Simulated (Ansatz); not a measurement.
## SiNH4S (charge −1): single-point calculation

- system: SiNH4S, charge −1
- method: RHF-CCSD(T), frozen core/def2-TZVPPD (Ansatz 0.2.0)

The geometry comes from this level: PBE0-D4/def2-TZVPD.

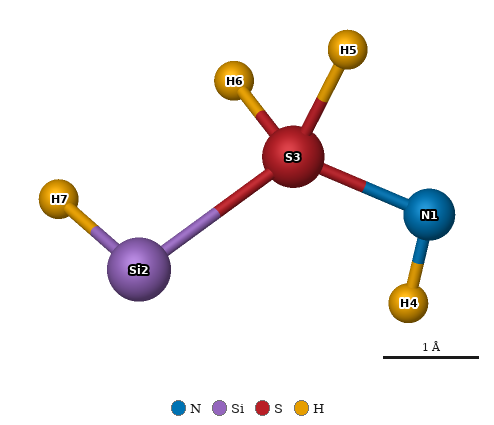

*The input geometry (ball-and-stick view, seen on its broad side; atoms are numbered from 1 in the order of the input).*

Summary

| quantity | value |
| --- | --- |
| outcome | converged |
| total energy | −20237.9804 eV |
| mean-field energy | −20220.7200 eV |
| CCSD correlation | −16.3429 eV |
| (T) correction | −0.9175 eV |
| T1 diagnostic | 0.022 |
| SCF solution under orbital rotations | stable within restricted orbitals |
| hardware | 2 threads of Arm Neoverse V2, 23 GiB of memory available, shared host |
| wall time | 48 s (CPU time 94 s) |
| peak memory | 2.4 GiB |

The input
```yaml
crystal:
  periodic: [false, false, false]
  atoms:
    - {symbol: N, position_ang: [-1.121295, -0.105768, -1.273651]}
    - {symbol: Si, position_ang: [1.533991, -1.068549, 0.415464]}
    - {symbol: S, position_ang: [-0.032806, 0.279342, -0.185758]}
    - {symbol: H, position_ang: [-1.283024, -1.099874, -1.094716]}
    - {symbol: H, position_ang: [0.119534, 1.553474, -0.740699]}
    - {symbol: H, position_ang: [-0.436209, 0.837301, 1.016883]}
    - {symbol: H, position_ang: [1.176402, -0.619225, 1.841452]}
basis:
  gaussian: {orbitals: "def2-TZVPPD.json"}
total_charge: -1
correlation: {method: ccsd_t}
```

Launch command:
```bash
ansatz run in.yaml --threads 2 --pin off --events-out ev --progress --plain --max-ram 4352MiB
```

Output
```
Functional definition: HF
  name "HF"
  cite "Fock, Z. Phys. 61, 126 (1930) doi:10.1007/BF01340294"
  parent pbe
  exchange = exact_x
  correlation = 0
1170 factors; integrals over basis functions are off by at most 9.9e-4 eV
mean field evaluation 1: about -20215.7190 eV, gradient 3.8e1 eV
mean field evaluation 2: about -20215.9231 eV, gradient 3.9e1 eV
mean field evaluation 4: about -20220.6247 eV, gradient 3.6e0 eV
mean field evaluation 8: about -20220.7182 eV, gradient 5.4e-1 eV
mean field evaluation 16: about -20220.7200 eV, gradient 3.1e-6 eV
mean field evaluation 32: about -20214.5552 eV, gradient 4.0e0 eV
mean field -20220.72002804 eV, -743.0977549342 hartree, gradient 3.1e-6 eV, S^2 0.000000; 1 other end points of the search recorded, 0 dependent functions left out; unrestricted orbitals would lower it
11 core orbitals not correlated: weight in the atoms' cores, before any rotation towards them, 1.000 or more for the frozen orbitals, at most 0.000 for the correlated occupied ones
reference -20220.72002804 eV, -743.0977549342 hartree; 10, 10 occupied and 183, 183 virtual orbitals, 1170 factors
second order -15.55564434 eV of doubles, -0.00000000 eV of singles
cycle   1  -15.72243819 eV  change   -1.7e-1 eV  update   1.2e-1
cycle   2  -16.22289822 eV  change   -5.0e-1 eV  update   4.1e-2
cycle   3  -16.36076805 eV  change   -1.4e-1 eV  update   2.6e-2
cycle   4  -16.34528687 eV  change    1.5e-2 eV  update   9.3e-3
cycle   5  -16.34190073 eV  change    3.4e-3 eV  update   5.4e-3
cycle   6  -16.34323853 eV  change   -1.3e-3 eV  update   2.2e-3
cycle   7  -16.34256812 eV  change    6.7e-4 eV  update   9.9e-4
cycle   8  -16.34272838 eV  change   -1.6e-4 eV  update   4.4e-4
cycle   9  -16.34298227 eV  change   -2.5e-4 eV  update   2.2e-4
cycle  10  -16.34292192 eV  change    6.0e-5 eV  update   1.2e-4
cycle  11  -16.34287140 eV  change    5.1e-5 eV  update   6.6e-5
cycle  12  -16.34290031 eV  change   -2.9e-5 eV  update   3.3e-5
cycle  13  -16.34290793 eV  change   -7.6e-6 eV  update   1.5e-5
```

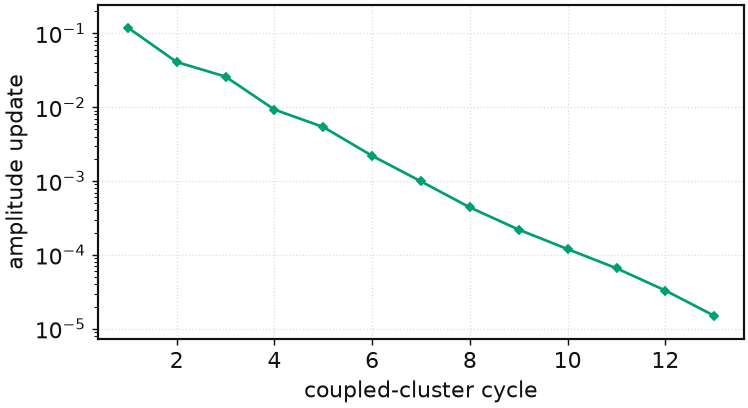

*Convergence of the coupled-cluster equations: amplitude update against the coupled-cluster cycle.*

The residual falls at every step.

```
perturbative correction -0.91746067 eV, -0.0337160578 hartree
Total energy: -20237.98039665 eV, -743.7320617809 hartree
```
